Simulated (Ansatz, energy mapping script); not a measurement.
## LuNiO2 in the infinite layer structure: J from the energies of magnetic orders

Aim: the exchange couplings of LuNiO2 in the infinite layer structure from the energies of a few collinear orders, and the ordering temperature that they give.

Main program and level: Ansatz 0.2.0; PBEsol with U = 5.7 eV on Ni d, ortho-atomic projectors; plane waves, U on orthogonalised atomic orbitals unless named otherwise, collinear spin, no spin–orbit coupling.

**1. The structure**

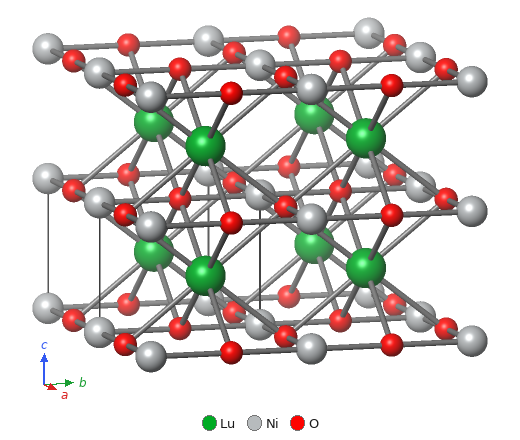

The starting structure, seen slightly off an axis (lutetium green, nickel light grey, oxygen red). 2×2×2 cells are drawn. Some periodic images of atoms are drawn too.

Structure file:

```cif
data_structure
_symmetry_space_group_name_H-M 'P 1'
_symmetry_Int_Tables_number 1
_cell_length_a 3.8410
_cell_length_b 3.8410
_cell_length_c 2.9913
_cell_angle_alpha 90.000
_cell_angle_beta 90.000
_cell_angle_gamma 90.000
_cell_volume 44.13
loop_
_atom_site_label
_atom_site_type_symbol
_atom_site_fract_x
_atom_site_fract_y
_atom_site_fract_z
_atom_site_occupancy
Lu1 Lu 0.50000 0.50000 0.50000 1
Ni2 Ni 0.00000 0.00000 0.00000 1
O3 O 0.50000 0.00000 0.00000 1
O4 O 0.00000 0.50000 0.00000 1
```

This cell was built for the study (infinite layer prototype, lattice guessed from radii), not taken from an experiment; the compound need not form in this structure.

The cell was relaxed beforehand in Ansatz under PBEsol with U = 5.4 eV on Ni d, ortho-atomic projectors, from parallel moments.

The U corrects the self-interaction that lets semilocal functionals spread d and f electrons too far. Its value here is typed, not computed.

**2. Probe run**

One run in the crystal's own cell, under PBE with U = 6.3 eV on Ni d, ortho-atomic projectors, shows which elements keep a moment. Transition or f elements with 0.3 μB or more enter the spin model; moments induced on other atoms do not.

The input, input.yaml:

```yaml
crystal:
  lattice:
    - [3.841038477, 0.0, 0.0]
    - [0.0, 3.841038477, 0.0]
    - [0.0, 0.0, 2.991306887]
  atoms:
    - { symbol: Lu, position: [0.5, 0.5, 0.5] }
    - { symbol: Ni, position: [0.0, 0.0, 0.0], spin: 2.0 }
    - { symbol: O, position: [0.5, 0.0, 0.0] }
    - { symbol: O, position: [0.0, 0.5, 0.0] }
magnetization:
  spin_polarized: true
kpoints:
  mp_grid: { grid: [7, 7, 9] }
hamiltonian:
  xc: pbe
  hubbard:
    sites: [{ species: Ni, l: d, u_eff: 6.3 }]
    projectors: ortho-atomic
scf:
  occupations: { method: fermi_dirac, width: 0.05 }
output:
  eigenvalues: true
```

The run is started by

```
$ ansatz run input.yaml --threads 4 --pin off --max-ram 8192MiB --backend cpu --events-out ev --progress --plain --runs-dir out
```

Numbers of over 12 decimals in the logs are rounded to 6 here.

Output:

```text
Engine: ansatz 0.2.0, aarch64-unknown-linux-gnu
Pseudopotentials: kind: paw
Pseudopotential: Lu, paw, valence charge 25, recommended cutoff 420 eV (normal), Lu.paw.azcp
Pseudopotential: Ni, paw, valence charge 18, recommended cutoff 420 eV (normal), Ni.paw.azcp
Pseudopotential: O, paw, valence charge 6, recommended cutoff 420 eV (normal), O.paw.azcp
Functional definition: PBE
  parameter kappa = 0.804
  parameter beta = 0.066725
  exchange = pbe_x(kappa = kappa, mu = beta*pi^2/3)
  correlation = pbe_c(beta = beta)
Crystal: 4 atoms, lattice volume = 44.132 Å³
Basis set: ecut = 420 eV, 865 PW (Γ)
Bands: 35, of which v1, the nominal top of the filled ones, is band 28 counted from 1 (27 counted from 0)
Symmetry: 16 space group operations
Space group: P4/mmm (ITA 123), of the structure as read, at distance tolerance 3.5e-5 Å
Magnetic group: BNS 123.339 (UNI 999), of the structure as read, at distance tolerance 3.5e-5 Å
k-points: 50 of 441
Non-local potential: Lu, projectors of the file, l = 0: 3, l = 1: 2, l = 2: 2, l = 3: 3
Non-local potential: Ni, projectors of the file, l = 0: 3, l = 1: 2, l = 2: 3, l = 3: 1
Non-local potential: O, projectors of the file, l = 0: 2, l = 1: 2, l = 2: 1
PAW form: soft (Blöchl's): semilocal exchange-correlation on the pseudo side does not see the compensation charge
PAW one-centre angular grid: Lu, 590 points (default); XC on 64 Gauss nodes
PAW one-centre angular grid: Ni, 590 points (default); XC on 64 Gauss nodes
PAW one-centre angular grid: O, 110 points (default); XC on 64 Gauss nodes
Initial density: superposition of atomic densities (chi_scale 0.1, normalization cell, long waves kept (reshape's long-wave potential 0.00 eV rms))
Starting moments: Σ|m| = 2 μB on 1 of 4 sites
Initial wavefunctions: pseudopotential atomic-orbital guess
Functional: x = pbe(κ = 0.804, μ = 0.219515), c = pbe(β = 0.066725)
SCF iter   1: F=—  HF=-21708.637242 eV  |F-HF|=—  |Δ(HF+E_count)|=         —  Δρ=1.99e-1 (↑6.48e-2 ↓1.99e-1)  dr2=1.67e1  dr2_m=3.93e0  M=0.499 μB ∫|m|=0.646 μB  β_m=0.30  ethr=3.10e-3  ⟨swp⟩=5.8  Hψ=16348  notcnv=0
preconditioner: auto → Kerker (q_TF=auto, 2.830 Å⁻¹)  [metal: Δε(μ)=0.024 eV  Ē_g=15.020 eV  σ=0.050 eV  W_gap=0.12  n_scr=18 (ndim 8)  ℏωp=37.5 eV  f_vac=0.000  D(μ)=0.93/eV (n_scr^D=4)]
spin=Collinear: Kerker preconditioning applied to the charge; magnetization (m = ρ↑ − ρ↓) channel mixes plain (no charge-response kernel on spin).
SCF iter   2: F=—  HF=-21707.190281 eV  |F-HF|=—  |Δ(HF+E_count)|=    1.45e0  Δρ=6.75e-2 (↑4.98e-2 ↓6.75e-2)  dr2=1.65e0  dr2_m=8.54e-1  M=0.819 μB ∫|m|=1.044 μB  β_m=0.30  ethr=3.10e-3  ⟨swp⟩=3.8  Hψ=9482  notcnv=0  defer=129
[...]
SCF iter  10: F=—  HF=-21708.051415 eV  |F-HF|=—  |Δ(HF+E_count)|=   1.33e-2  Δρ=2.41e-3 (↑2.41e-3 ↓1.62e-3)  dr2=3.13e-4  dr2_m=1.50e-3  M=0.910 μB ∫|m|=1.022 μB  β_m=0.30  ethr=1.26e-6  ⟨swp⟩=3.2  Hψ=8039  notcnv=0  defer=138
[...]
spin-set hold released at iteration 15 (site moments' squared step at or under half its running peak, from the soft ceiling on): the magnetisation degrees of freedom join the quasi-Newton model from the next iteration; the mixer history was flushed
[...]
SCF 1 converged in 28 iterations: F = -21708.068115 eV  dr2 = 6.53e-8
[...]
Symmetry: 1 space group operations
k-points: 221 of 441 (time reversal used)
[...]
spin=Collinear: Kerker preconditioning applied to the charge; magnetization (m = ρ↑ − ρ↓) channel mixes plain (no charge-response kernel on spin).
[...]
SCF 2 converged in 15 iterations: F = -21708.068115 eV  dr2 = 2.30e-8
an SCF from ferromagnetic starting moments (0.00, 2.00, 0.00, 0.00 Bohr magnetons, atom by atom) closed no lower than the state that the run had reached (-0.00 meV in free energy), which stands; the SCF set out from the atoms and, under a Hubbard term, can stand on another filling of the shells than the run's state, so that by this SCF it is not known whether that order lies lower
SCF converged after 28 iterations
Magnetization: 0.9049 μB (27.9524 up, 27.0476 down)
Absolute magnetization: 0.9827 μB (∫|ρ↑−ρ↓|, with the PAW one-centre terms)
Spin contamination: 0.0239 ħ² per cell (⟨S²⟩ above its minimum at these occupations)
Per-site moments (μB) at R_I (Å): [(-0.00105304, 1.004111), (0.854522, 0.792214), (0.013751, 0.792214), (0.013751, 0.792214)]
Free energy (F): -21708.068115 eV
Harris-Foulkes:  -21708.068115 eV  (|F-HF|=2.80e-8)
Internal energy: -21708.063180 eV  (E = F + TS)
E sigma→0 (E₀):  -21708.065647 eV
Entropy (-TS):   -0.004936 eV (-1.234 meV/atom)
Fermi energy:    17.320581 eV
--- Per-component energies (eV) ---
  E_band       = -160.079148
  E_kinetic    = 1055.354750
  E_local      = -10225.366857  (includes V_loc(G=0)·N_el)
  E_nonlocal   = 1323.258363
  E_hartree    = 4263.626061
  E_xc         = -451.345839
  E_vxc        = -557.170916  (∫ρ·V_xc dr)
  E_hubbard    = 1.453490  (on-site DFT+U / exact-exchange correction)
  E_vhub       = -24.760310  (the Hubbard potential's part of the band-sum identity)
  E_paw        = -9329.116428  (= ΣΔE_a)
  E_vpaw       = -258.644817  (= ΣTr[D̂ρ^β])
  E_aug_tail   = 0.005394  (compensation charges beyond the density's cutoff)
  E_ewald      = -8345.932114
  E_smearing   = -0.004936  (= −TS)
  E_closure    = -0.000000  (closes the sum)
  Σ components = -21708.068115   (vs F -21708.068115, Δ=0.00e0)
--- Band table (eV; the first three rows and the last of 100) ---
  k-point 0 ↑: bands = [... 24 lower, 13.5732, 13.8045, 13.8045, 14.1717, 16.4335, 18.3729, 20.7184, 20.9000, ... 3 higher]
  k-point 1 ↑: bands = [... 24 lower, 13.6563, 13.7572, 13.7572, 13.7879, 16.9842, 18.7645, 20.9432, 21.2158, ... 3 higher]
  k-point 2 ↑: bands = [... 24 lower, 13.4353, 13.6373, 13.6373, 14.0346, 18.4255, 19.7757, 21.0593, 22.2981, ... 3 higher]
  k-point 49 ↓: bands = [... 24 lower, 15.2446, 15.3755, 15.9855, 17.1831, 20.6151, 20.7374, 22.1480, 22.2777, ... 3 higher]
Occupation matrices written to <dir>
```

Run time: 41 s. Hardware: 4 threads of Arm Neoverse V2, shared host; peak memory 0.99 GiB; 2.6 min of CPU time.

Spin moment in the sphere by atom:

```
atom  spin moment in the sphere (μB)
 Lu1                          -0.001
 Ni2                           0.855
  O3                           0.014
  O4                           0.014
```

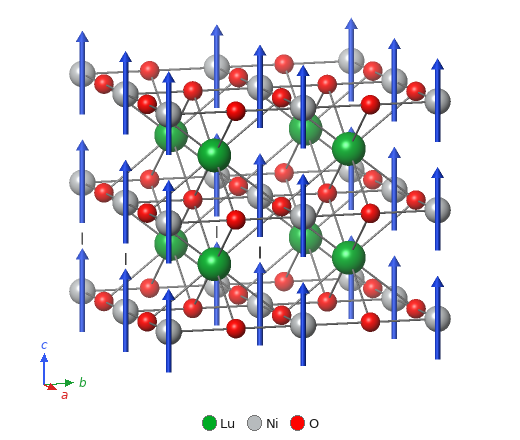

Spin moment in the sphere as arrows, the longest 0.855 μB. Up and down stand for the sign. Arrows give size and sign along the axis of quantisation, drawn up and down the page. 2×2×2 cells are drawn. Some periodic images of atoms are drawn too.

The run ends ferromagnetic; Ni carries the moments.

**3. Seed run in the crystal's own cell**

A corrected shell can settle in several orbital fillings. One parallel run, with an occupation width a fifth wider than the orders use, therefore is to supply the occupation matrices. All orders start from them.

input.yaml, the sections that differ from step 2:

```yaml
kpoints:
  mp_grid: { grid: [9, 9, 12] }
hamiltonian:
  xc: pbesol
  hubbard:
    sites: [{ species: Ni, l: d, u_eff: 5.7 }]
    projectors: ortho-atomic
scf:
  occupations: { method: fermi_dirac, width: 0.06 }
# crystal, magnetization, output: as in step 2
```

Output:

```text
[...]
Crystal: 4 atoms, lattice volume = 44.132 Å³
Basis set: ecut = 420 eV, 865 PW (Γ)
Bands: 35, of which v1, the nominal top of the filled ones, is band 28 counted from 1 (27 counted from 0)
Symmetry: 16 space group operations
[...]
k-points: 105 of 972
[...]
Starting moments: Σ|m| = 2 μB on 1 of 4 sites
[...]
SCF iter   1: F=—  HF=-21540.526167 eV  |F-HF|=—  |Δ(HF+E_count)|=         —  Δρ=1.93e-1 (↑7.03e-2 ↓1.93e-1)  dr2=1.67e1  dr2_m=3.70e0  M=0.567 μB ∫|m|=0.712 μB  β_m=0.30  ethr=3.10e-3  ⟨swp⟩=5.7  Hψ=34110  notcnv=0  defer=2
[...]
SCF iter   7: F=—  HF=-21539.465022 eV  |F-HF|=—  |Δ(HF+E_count)|=   7.54e-2  Δρ=2.83e-3 (↑2.83e-3 ↓2.63e-3)  dr2=4.23e-3  dr2_m=1.25e-3  M=0.874 μB ∫|m|=1.007 μB  β_m=0.30  ethr=2.06e-5  ⟨swp⟩=2.3  Hψ=14377  notcnv=0  defer=295
[...]
spin-set hold released at iteration 7 (site moments contracting): the magnetisation degrees of freedom join the quasi-Newton model from the next iteration; the mixer history was flushed
SCF iter   8: F=—  HF=-21539.500967 eV  |F-HF|=—  |Δ(HF+E_count)|=   3.59e-2  Δρ=2.68e-3 (↑1.87e-3 ↓2.68e-3)  dr2=1.45e-3  dr2_m=1.53e-3  M=0.873 μB ∫|m|=0.995 μB  β_m=0.65  ethr=7.69e-6  ⟨swp⟩=2.1  Hψ=14068  notcnv=0  defer=296
[...]
SCF iter  20: F=-21539.545933 eV  HF=-21539.545933 eV  |F-HF|=8.43e-8  |Δ(HF+E_count)|=   8.23e-8  Δρ=7.76e-6 (↑7.76e-6 ↓7.06e-6)  dr2=5.88e-8  dr2_m=2.56e-10  M=0.867 μB ∫|m|=0.945 μB  ethr=1.82e-10  ⟨swp⟩=9.0  Hψ=37085  notcnv=0
SCF 1 converged in 20 iterations: F = -21539.545933 eV  dr2 = 5.88e-8
[...]
Symmetry: 1 space group operations
k-points: 487 of 972 (time reversal used)
[...]
SCF 2 converged in 15 iterations: F = -21539.545933 eV  dr2 = 2.56e-8
[...]
SCF converged after 20 iterations
Magnetization: 0.8666 μB (27.9333 up, 27.0667 down)
Absolute magnetization: 0.9430 μB (∫|ρ↑−ρ↓|, with the PAW one-centre terms)
[...]
Per-site moments (μB) at R_I (Å): [(-0.00286393, 1.004111), (0.824330, 0.792214), (0.012043, 0.792214), (0.012043, 0.792214)]
Free energy (F): -21539.545933 eV
[...]
Internal energy: -21539.541040 eV  (E = F + TS)
E sigma→0 (E₀):  -21539.543487 eV
Entropy (-TS):   -0.004894 eV (-1.223 meV/atom)
Fermi energy:    17.299806 eV
[...]
--- Band table (eV; the first three rows and the last of 210) ---
  k-point 0 ↑: bands = [... 24 lower, 13.5315, 13.6170, 13.6170, 14.0017, 16.2506, 18.1311, 20.5225, 20.7193, ... 3 higher]
  k-point 1 ↑: bands = [... 24 lower, 13.4472, 13.6133, 13.6133, 13.7790, 16.5638, 18.3571, 20.7442, 20.8175, ... 3 higher]
  k-point 2 ↑: bands = [... 24 lower, 13.4858, 13.5547, 13.5547, 13.7369, 17.4401, 18.9558, 20.8151, 21.5428, ... 3 higher]
  k-point 104 ↓: bands = [... 24 lower, 15.2467, 15.3156, 16.2009, 16.3478, 20.3264, 20.4052, 21.8642, 22.0060, ... 3 higher]
Occupation matrices written to <dir>
```

It took 84 s on 4 threads; peak memory 1.7 GiB; 5.5 min of CPU time.

Numbers from this step:

| Quantity | Value |
| --- | --- |
| final state | ferromagnetic |
| electrons in the corrected shells | 8.773 e |
| largest moment | 0.824 μB |

**4. Order 1: parallel, cell A of 8 atoms**

Each cell gets its own parallel run on the same mesh, so that most of the mesh error cancels in the differences.

The input, input.yaml:

```yaml
crystal:
  lattice:
    - [3.841038477, 0.0, 0.0]
    - [0.0, 3.841038477, 2.991306887]
    - [0.0, -3.841038477, 2.991306887]
  atoms:
    - { symbol: Lu, position: [0.5, 0.5, 0.0] }
    - { symbol: Lu, position: [0.5, 0.0, 0.5] }
    - { symbol: Ni, position: [0.0, 0.0, 0.0], spin: 2.0 }
    - { symbol: Ni, position: [0.0, 0.5, 0.5], spin: 2.0 }
    - { symbol: O, position: [0.5, 0.0, 0.0] }
    - { symbol: O, position: [0.5, 0.5, 0.5] }
    - { symbol: O, position: [0.0, 0.25, 0.75] }
    - { symbol: O, position: [0.0, 0.75, 0.25] }
magnetization:
  spin_polarized: true
kpoints:
  mp_grid: { grid: [9, 8, 8] }
hamiltonian:
  xc: pbesol
  hubbard:
    sites:
      - { species: Ni, l: d, u_eff: 5.7 }
      - { site: 2, l: d, u_eff: 5.7, starting_ns: [{ spin: up, occupation_matrix: ni2_major }, { spin: down, occupation_matrix: ni2_minor }] }
      - { site: 3, l: d, u_eff: 5.7, starting_ns: [{ spin: up, occupation_matrix: ni2_major }, { spin: down, occupation_matrix: ni2_minor }] }
    projectors: ortho-atomic
    occupation_matrices:
      ni2_major:
        matrix:
          - [0.921, 0.0, 0.0, 0.0, 0.0]
          - [0.0, 0.979, 0.0, 0.0, 0.0]
          - [0.0, 0.0, 0.979, 0.0, 0.0]
          - [0.0, 0.0, 0.0, 0.935, 0.0]
          - [0.0, 0.0, 0.0, 0.0, 0.985]
      ni2_minor:
        matrix:
          - [0.887, 0.0, 0.0, 0.0, 0.0]
          - [0.0, 0.973, 0.0, 0.0, 0.0]
          - [0.0, 0.0, 0.973, 0.0, 0.0]
          - [0.0, 0.0, 0.0, 0.16, 0.0]
          - [0.0, 0.0, 0.0, 0.0, 0.981]
scf:
  occupations: { method: fermi_dirac, width: 0.05 }
output:
  eigenvalues: true
  write_density: true
  write_potential: true
  elf: true
  volumetric_format: npy
```

Output:

```text
[...]
Crystal: 8 atoms, lattice volume = 88.265 Å³
Basis set: ecut = 420 eV, 1729 PW (Γ)
Bands: 69, of which v1, the nominal top of the filled ones, is band 55 counted from 1 (54 counted from 0)
Symmetry: 16 space group operations
[...]
k-points: 105 of 576
[...]
Starting moments: Σ|m| = 4 μB on 2 of 8 sites
[...]
SCF iter   1: F=—  HF=-43084.020424 eV  |F-HF|=—  |Δ(HF+E_count)|=         —  Δρ=1.66e-1 (↑6.60e-2 ↓1.66e-1)  dr2=2.56e1  dr2_m=5.08e0  M=1.678 μB ∫|m|=1.723 μB  β_m=0.30  ethr=3.10e-3  ⟨swp⟩=5.5  Hψ=63065  notcnv=0  defer=22
[...]
SCF iter  16: F=-43079.089255 eV  HF=-43079.089255 eV  |F-HF|=5.08e-9  |Δ(HF+E_count)|=   6.93e-9  Δρ=2.86e-6 (↑1.45e-6 ↓2.86e-6)  dr2=1.01e-8  dr2_m=5.94e-10  M=1.739 μB ∫|m|=1.890 μB  ethr=5.31e-11  ⟨swp⟩=2.3  Hψ=51219  notcnv=0
SCF 1 converged in 16 iterations: F = -43079.089255 eV  dr2 = 1.01e-8
[...]
SCF converged after 16 iterations
an eigenvalue changed by more than its tolerance at an iteration that met the thresholds in force, so the SCF went on 1 time: the last check found none over its tolerance
Magnetization: 1.7385 μB (55.8693 up, 54.1307 down)
Absolute magnetization: 1.8861 μB (∫|ρ↑−ρ↓|, with the PAW one-centre terms)
[...]
Per-site moments (μB) at R_I (Å): [(-0.00300127, 1.004111), (-0.00300127, 1.004111), (0.825528, 0.792214), (0.825528, 0.792214), (0.012441, 0.792214), (0.012441, 0.792214), (0.012622, 0.792214), (0.012622, 0.792214)]
Free energy (F): -43079.089255 eV
[...]
Internal energy: -43079.081201 eV  (E = F + TS)
E sigma→0 (E₀):  -43079.085228 eV
Entropy (-TS):   -0.008053 eV (-1.007 meV/atom)
Fermi energy:    17.283923 eV
[...]
--- Specified on-site occupations, and those of the state reported ---
  electrons in the specified blocks: 17.5460 specified, 17.5467 found
  site 2 (l=d) ↑: largest change of an orbital's occupation 0.0006; electrons 4.7990 specified, 4.7994 found; spectral distance 0.0007
[...]
site 3 (l=d) ↓: largest change of an orbital's occupation 0.0004; electrons 3.9740 specified, 3.9739 found; spectral distance 0.0006
[...]
--- Band table (eV; the first three rows and the last of 210) ---
  k-point 0 ↑: bands = [... 51 lower, 14.0027, 14.2255, 14.3264, 14.5330, 15.9946, 16.2579, 18.1311, 20.1343, ... 10 higher]
  k-point 1 ↑: bands = [... 51 lower, 14.0000, 14.2116, 14.2990, 14.4936, 15.8646, 16.5014, 18.3701, 20.3099, ... 10 higher]
  k-point 2 ↑: bands = [... 51 lower, 14.1703, 14.2053, 14.2088, 14.4007, 15.5648, 17.1606, 18.9710, 20.5513, ... 10 higher]
  k-point 104 ↓: bands = [... 51 lower, 15.5053, 15.5427, 15.9056, 19.1851, 20.1220, 20.3562, 20.6762, 21.2266, ... 10 higher]
Occupation matrices written to <dir>
```

Run time: 44 s. Hardware: 4 threads; peak memory 1.3 GiB.

Spin moment in the sphere by atom:

```csv
atom,spin moment in the sphere (μB)
Lu1,-0.003
Lu2,-0.003
Ni3,0.826
Ni4,0.826
O5,0.012
O6,0.012
O7,0.013
O8,0.013
```

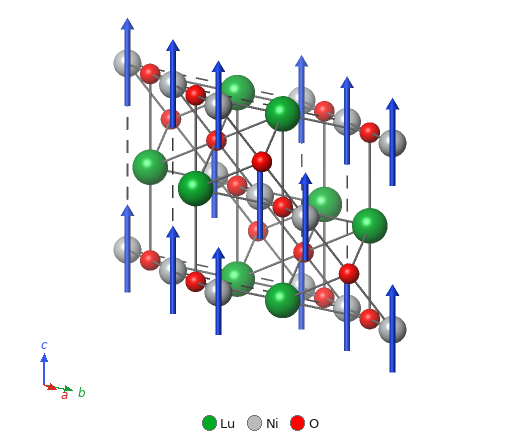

Spin moment in the sphere as arrows, the longest 0.826 μB. Up and down stand for the sign. Arrows give size and sign along the axis of quantisation, drawn up and down the page. 2×1×1 cells are drawn. Some periodic images of atoms are drawn too.

The run ends ferromagnetic.

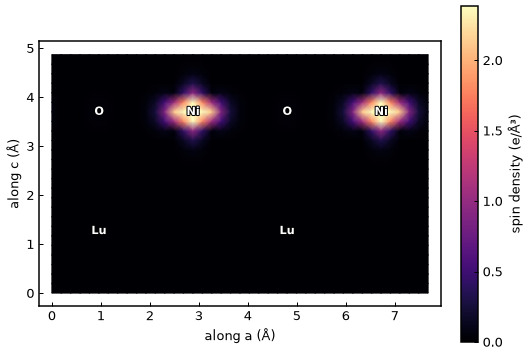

Spin density in the ac plane at fractional y = 0.000, with atoms of Lu and Ni and O within 0.2 Å of it. The map starts off the cell's origin, so that atoms lie inside it.

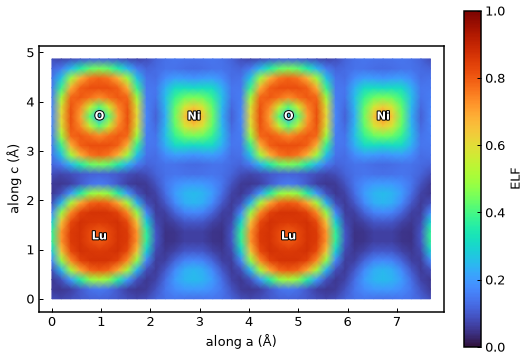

ELF in the ac plane at fractional y = 0.000, with atoms of Lu and Ni and O within 0.2 Å of it. It is the smooth field of the valence electrons, not physical close to the nuclei. The map starts off the cell's origin, so that atoms lie inside it.

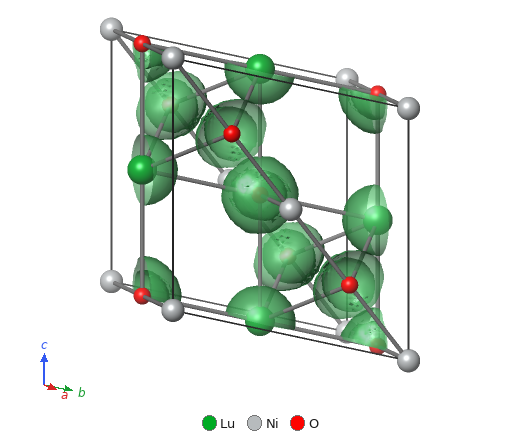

Surface of ELF = 0.8.

(Continued in part 2 of 3.)

[Logs and program files are shortened in this print: banners, set-up blocks, solver, clock and traceback lines can be left out without a mark of their own.]

[Logs are printed without paths, hosts, clocks, repeated set-up lines and the standing remarks that a program may print on its own settings, such as how far it seeks lower states.]

[Hosts, paths, dates, database ids (printed as entryN), source tags and the programs' standing remarks are cut or masked in the printed files.]

[Where a cell is said to come from a database of computed structures, the database is the Materials Project.]
